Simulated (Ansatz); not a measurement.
**PtSi2 (charge +1, doublet): density, localisation and related maps**

```xyz
3

Pt   -0.3609    1.1423   -0.2866
Si    1.0005   -0.1040    0.9724
Si   -0.6396   -1.0382   -0.6858
```

Geometry: B3LYP-D4/def2-TZVP; core potentials replace the inner electrons of Pt.

Level of theory: Ansatz 0.2.0, UKS PBE0-D4/def2-TZVP.

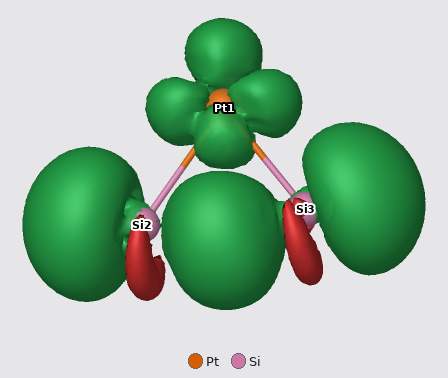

Figure 1. Isosurfaces of the spin density at +0.015 (green) and −0.015 e/Å³ (red), seen at a tilt.

### Where is the unpaired spin?

The unpaired spin (1 electron) lies mostly on Si2 (about 0.4), Si3 (about 0.4) and Pt1 (about 0.2), in electrons by Hirshfeld's partition.

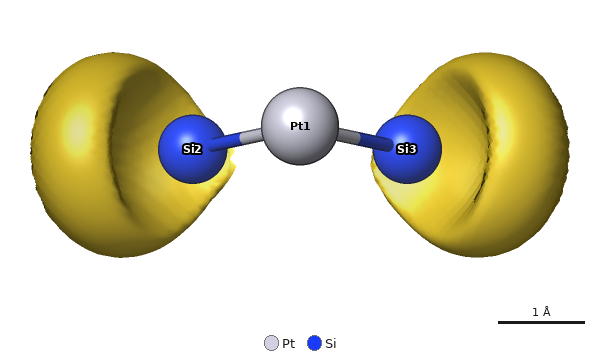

Figure 2. Isosurface of the electron localisation function at 0.9 (yellow), seen from one side. Only the valence region is drawn (cores and ρ < 0.01 e/Å³ removed).

### Describe the localisation domains.

The surface consists of two lobes on Si, pointing away from the bonds (non-bonding electrons). Profiles from the grid: Si–Pt (2.23 Å): the ELF peaks at about 0.60 in the valence shell of Si, 0.9 Å from its nucleus, and is about 0.50 at the midpoint.

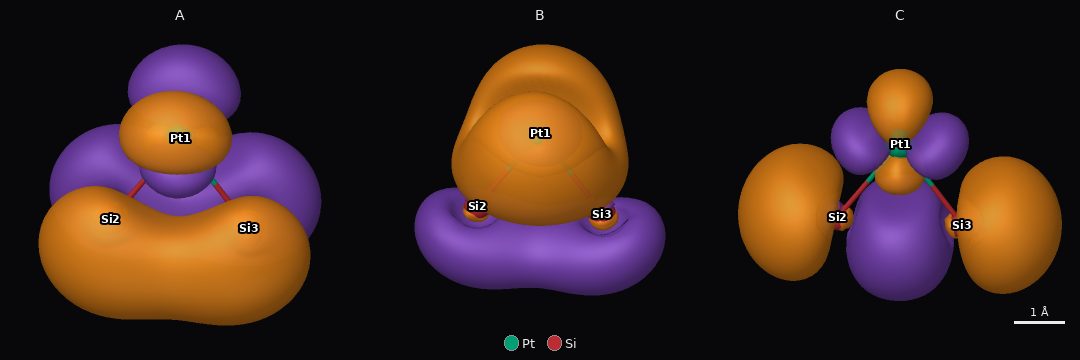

Figure 3. Three frontier orbitals at ±0.08 Å⁻³ᐟ² (orange and purple are the two phases), in no order.

### Which picture is the HOMO−1, the HOMO and the LUMO? All are α orbitals.

B is the HOMO−1 (α) (−12.57 eV). It lies mainly on Pt1 (about 60 %), Si2 (about 20 %) and Si3 (about 20 %). C is the HOMO (α) (−11.40 eV). Its weight (Hirshfeld) is mainly on Si2 (about 40 %), Si3 (about 40 %) and Pt1 (about 25 %); it is symmetric in the molecular plane (an in-plane orbital: σ, lone-pair or in-plane π type). A is the LUMO (α) (−9.09 eV). It lies mainly on Si2 (about 35 %), Si3 (about 35 %) and Pt1 (about 30 %); it changes sign across the molecular plane (π type); π-antibonding (a node) across Pt1–Si2 and Pt1–Si3.

### What is the gap between the highest occupied and lowest empty α orbitals?

2.31 eV between the orbital energies.
